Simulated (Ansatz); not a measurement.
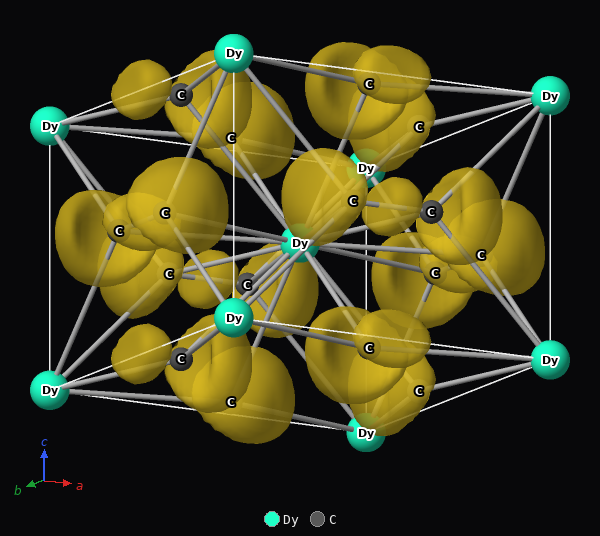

The picture shows: DyC$_{4}$. Isosurface of the ELF at 0.8 (yellow), seen at an oblique angle. Core shells and regions of very low density are left out. Sticks mark near contacts.

Space group I4/mmm; a structure generated by program, which may or may not match a known phase; computed without spin polarisation; no Hubbard U on the f states and no spin–orbit coupling.

Level of theory: DFT PBE, scalar-relativistic, plane waves, PAW; 4f electrons in the core of a trivalent norm-conserving potential in Ansatz 0.2.0.

Core electrons are replaced by pseudopotentials, and the valence fields are smoothed inside the atomic spheres.

```xyz
10
Lattice="5.3797 0.0000 0.0000 0.0000 5.3797 0.0000 0.0000 0.0000 3.9886" Properties=species:S:1:pos:R:3 pbc="T T T"
Dy    0.0000    0.0000    0.0000
Dy    2.6899    2.6899    1.9943
C     0.6696    2.6899    0.0000
C     3.3594    0.0000    1.9943
C     0.0000    2.0203    1.9943
C     2.6899    4.7102    0.0000
C     2.0203    0.0000    1.9943
C     4.7102    2.6899    0.0000
C     2.6899    0.6696    0.0000
C     0.0000    3.3594    1.9943
```

> Describe the localisation domains.

At this value the surface marks out four regions between bonded C–C atoms and eight regions wrapped around C (the valence shell of each), counted in one cell of 10 atoms. Regions shared between cells count once.

Values along the shortest contacts:
C–C (1.34 Å): the ELF peaks at about 0.90 between the atoms. Dy–C (2.77 Å): the ELF peaks at about 0.75 in the valence shell of C, 0.7 Å from its nucleus, and drops to about 0.10 between the two atoms (no localised pair shows between them).
